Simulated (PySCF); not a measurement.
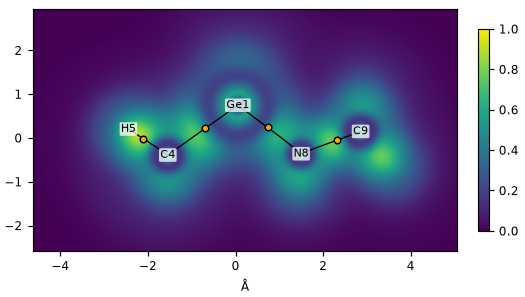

Figure. GeH2Me(NHMe) (C$_{2}$H$_{9}$GeN). Localised orbital locator (LOL) in the plane of Ge1, C4, H5, N8 and C9, with bond paths and bond critical points (dots).

Computed with PySCF, PBE0/def2-SVPD, geometry: GFN2-xTB. No frequency check shows the geometry to be a minimum. GFN2-xTB bond lengths at metals and heavier atoms can be off by up to 0.1 Å and shapes distorted, which carries into these values.

Question: What values does LOL take at the bond critical points in this plane?

Answer: C4–H5: about 0.87; N8–C9: about 0.72; Ge1–C4: about 0.52; Ge1–N8: about 0.39. Values above 0.5 mark slow, localised electrons, as in shared pairs; low values at a critical point mark a polar or closed-shell contact whose critical point lies between the shells.

Question: Where along C4–H5 does the critical point lie?

Answer: 0.68 Å from C4 and 0.41 Å from H5.
